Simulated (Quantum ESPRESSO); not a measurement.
# Gap and tunnelling decay at a withheld lattice constant: TlZnCl3, cubic perovskite type

Method. Quantum ESPRESSO 7.5 (pw.x, pwcond.x with ikind = 0), PBE, GBRV ultrasoft, cubic crystals. κ is the slowest decay along [001] at mid-gap among three points across the current.

```tsv
a (Å)	gap on the mesh (eV)	κ (1/Å)
4.817	1.779	0.205
4.970	1.494	0.184
5.124	1.177	0.159
5.431	0.628	0.108
```

One more run was made and is withheld. What are gap and κ at a = 5.278 Å?

**Fit.** A line through the rows at 5.124 and 5.431 Å gives a gap of 1.177 + 0.502 × (0.628 − 1.177) = 0.90 eV and κ = 0.133 1/Å. The two-band model κ = 0.5123 √(m* E_g/4) needs m* = 0.327 at 5.124 Å; with that mass and the new gap, κ = 0.139 1/Å.

What the calculation gave: The gap is 0.888 eV and κ = 0.135 1/Å. The line misses the gap by +0.014 eV and κ by −1.2 %; the two-band estimate misses κ by +3.1 %.

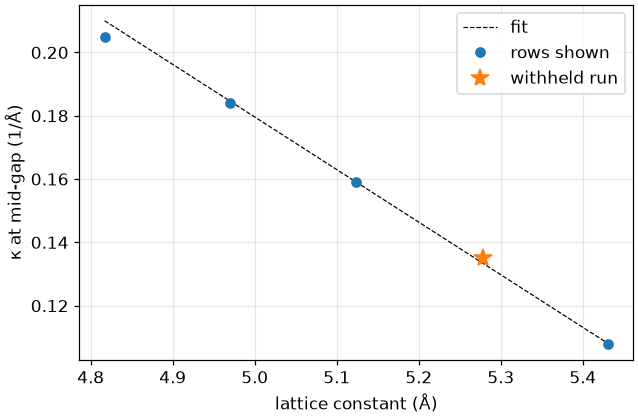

The rows shown, the fit and the withheld run.

Caveats: The structure type is imposed. Local and semilocal gaps and decay constants are too small; no spin-orbit coupling. For an indirect gap m* is a fitting number alone.

[Logs are printed without paths, hosts, clocks, repeated set-up lines and the standing remarks that a program may print on its own settings, such as how far it seeks lower states.]
